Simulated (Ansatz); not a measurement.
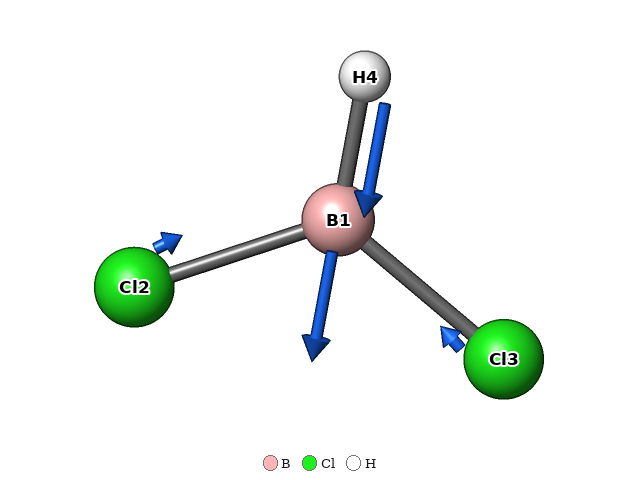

The arrows show one normal mode. Harmonic vibrations computed with RKS PBE0-D4/def2-TZVP (Ansatz 0.2.0) at a stationary point of the same level.

Question: Estimate its harmonic wavenumber.

Answer: 746 cm⁻¹; it is mode 2 of 6 counted from the lowest.
